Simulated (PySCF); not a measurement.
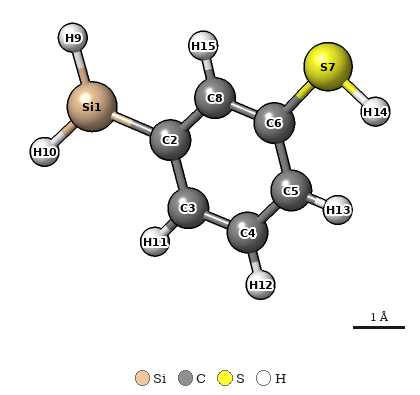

Fig. 1: The input geometry (ball-and-stick view, seen at a tilt; atoms are numbered from 1 in the order of the input). Bond lengths as drawn: C–C 1.38 to 1.41 Å, C–H 1.08 Å, C–S 1.77 Å, C–Si 1.83 Å, H–S 1.33 Å and H–Si 1.45 Å.

**EPR calculation, with input and output: C$_{6}$H$_{7}$SSi**

The run: EPR calculation of C$_{6}$H$_{7}$SSi, multiplicity 2. Method and program: UKS B3LYP, pcH-1 on C H S Si, non-relativistic, mean-field spin-orbit, GIAO (PySCF 2.14.0).

It belongs to a series of runs on one base structure; here: X = H replaced by SH.

## Input file
```
{"job": {"kind": "epr", "basis": "pcH-1"}, "charge": 0, "multiplicity": 2}
Si     2.859244    -0.288453     0.190381
C      1.053594     0.019788     0.090021
C      0.520150     1.315260     0.222935
C     -0.835491     1.535134     0.131461
C     -1.714085     0.485007    -0.098265
C     -1.201423    -0.800936    -0.236133
S     -2.268168    -2.187864    -0.531995
C      0.156102    -1.034144    -0.144619
H      3.367314    -1.642924     0.147752
H      3.756074     0.796551     0.529620
H      1.187477     2.146454     0.401718
H     -1.229519     2.535845     0.237680
H     -2.776752     0.665014    -0.169855
H     -3.404124    -1.492687    -0.540081
H      0.525193    -2.044056    -0.252534
```

The first line tells a small driver script what to run in PySCF; the rest is the geometry in Å.

Run on 1 CPU thread, shared host.

Launched with:
```bash
OMP_NUM_THREADS=1 python <driver script> task.json out
```

## The program's output
```
UKS, coarse grid
  cycle   1  E = -920.43478588  |g| = 3.55e-01
  cycle   2  E = -920.35018950  |g| = 5.11e-01
  cycle   3  E = -920.50407294  |g| = 5.52e-02
  cycle   4  E = -920.50572536  |g| = 3.36e-02
  cycle   5  E = -920.50633188  |g| = 7.94e-03
  cycle   6  E = -920.50637835  |g| = 5.34e-03
  cycle   7  E = -920.50639554  |g| = 2.03e-03
  cycle   8  E = -920.50639993  |g| = 1.48e-03
  cycle   9  E = -920.50640022  |g| = 3.29e-04
UKS, final grid
  cycle   1  E = -920.50641711  |g| = 4.00e-04
  cycle   2  E = -920.50641699  |g| = 7.19e-04
  cycle   3  E = -920.50641728  |g| = 1.14e-04
  cycle   4  E = -920.50641730  |g| = 8.46e-05
  cycle   5  E = -920.50641733  |g| = 3.86e-05
  cycle   6  E = -920.50641733  |g| = 6.77e-06
E = -920.50641733 Eh   <S^2> = 0.7611 (exact 0.7500)
g shifts (ppm)      1          2          3
  rmc          -125       -125       -125
  gc              0         30         32
  oz_so           2       1488       2523
  total        -123       1393       2430
hyperfine (MHz)  atom isotope    a_iso     a_fc   dipolar eigenvalues
    0  29Si    -149.01    -150.18   -178.26     88.98     89.28
    1   13C     -24.67     -24.69     -9.53      4.10      5.43
    2   13C      11.96      11.98     -9.48     -8.93     18.41
    3   13C     -10.88     -10.89     -7.78      3.44      4.34
    4   13C      12.30      12.32    -10.86     -9.85     20.72
    5   13C     -12.20     -12.19     -7.93      3.52      4.41
    6   33S      -0.34      -0.36     -1.63      0.60      1.02
    7   13C      12.21      12.23     -9.84     -9.21     19.05
    8    1H     -45.28     -45.30    -12.04      4.48      7.56
    9    1H     -45.27     -45.29    -12.04      4.47      7.57
   10    1H      -7.70      -7.71     -1.81     -1.36      3.17
   11    1H       3.06       3.06     -1.29     -0.54      1.83
   12    1H      -8.95      -8.95     -5.48     -0.13      5.61
   13    1H      -0.08      -0.08     -0.58     -0.56      1.14
   14    1H      -7.92      -7.92     -1.90     -1.43      3.32
```

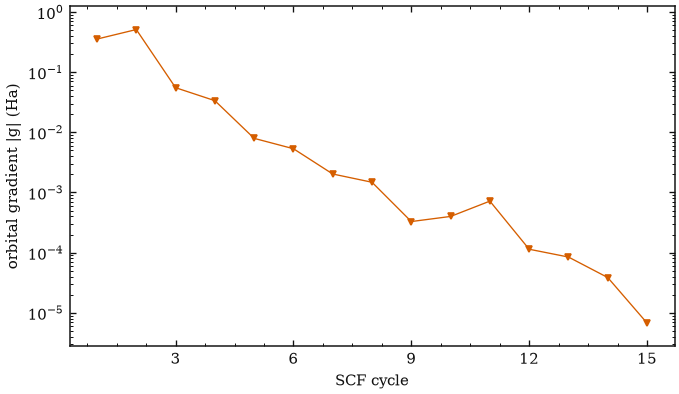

Fig. 2: Convergence of the self-consistent field: orbital gradient |g| against the SCF cycle. All cycles printed in the log are drawn one after another.

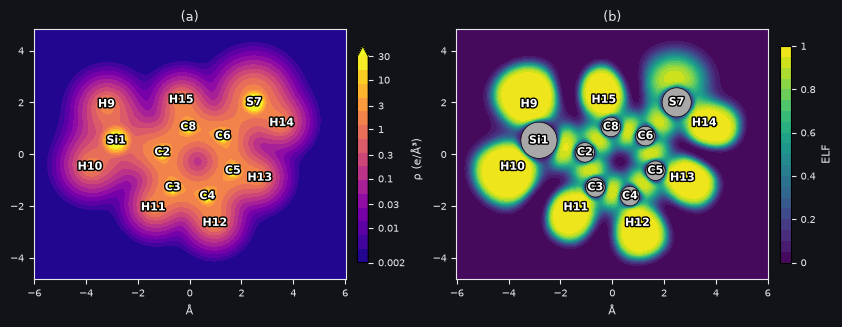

Fig. 3: (a) total electron density; (b) ELF on the molecular plane. Grey discs, where drawn, cover atomic cores. Atoms in the plane: Si, C, S and H. C–C (1.38 Å): ρ at the midpoint is about 2.1 e/Å³; the ELF peaks at about 0.95 between the atoms, which marks a covalent bond. C–S (1.77 Å): ρ at the midpoint is about 1.3 e/Å³; the ELF peaks at about 0.95 between the atoms, which marks a covalent bond. C–Si (1.83 Å): ρ at the midpoint is about 0.99 e/Å³; the ELF peaks at about 0.95 between the atoms (localised, shared-pair bonding). C–H (1.08 Å): ρ is about 2 e/Å³ halfway; the ELF climbs to about 1 towards the hydrogen, as it does in any bond to H (a covalent bond by its length). S–H (1.33 Å): ρ is about 1.5 e/Å³ halfway; the ELF climbs to about 1 towards the hydrogen.

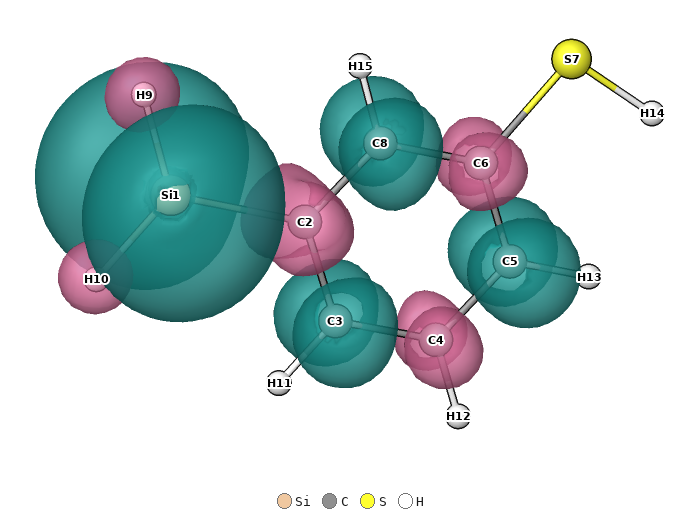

Fig. 4: Isosurfaces of the spin density at +0.01 (teal) and −0.01 e/Å³ (pink), seen at a tilt. The unpaired spin (1 electron) lies mostly on Si1 (about 0.7), C5 (about 0.1) and C8 (about 0.1), in electrons by Hirshfeld's partition.

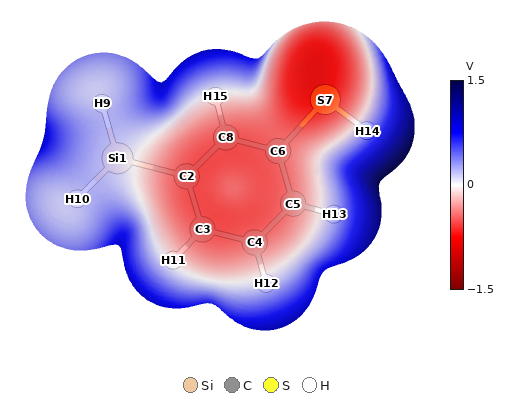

Fig. 5: The molecular electrostatic potential painted on the density surface at 0.002 e/bohr³, seen face on; red is negative and blue positive.

## Key numbers

```json
{"quantity": "outcome", "value": "converged"}
{"quantity": "total energy", "value": "−920.506417 hartree"}
{"quantity": "⟨S²⟩", "value": "0.761"}
{"quantity": "isotropic g", "value": "2.0036"}
{"quantity": "wall time", "value": "1.7 min"}
{"quantity": "peak memory", "value": "0.97 GiB"}
```
